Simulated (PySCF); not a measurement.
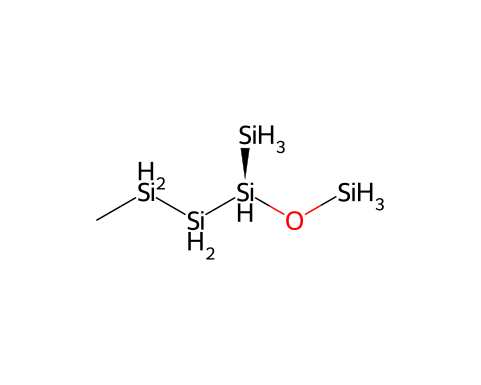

Computed geometry: GFN2-xTB optimisation. No frequency run is at hand to confirm it as a minimum. Properties computed with PBE0/pcSseg-1, gas phase (PySCF 2.14.0).

Q: Give the HOMO energy (Kohn–Sham orbital) at this level.

A: −7.65 eV.

Q: What is the dipole moment?

A: 0.66 D.

Q: Estimate the LUMO energy (Kohn–Sham orbital).

A: −1.07 eV.

The geometry is semi-empirical. Around Si such bond lengths and angles can be off by a tenth of an ångström or more and by several degrees, and values that hang on the shape move with them.
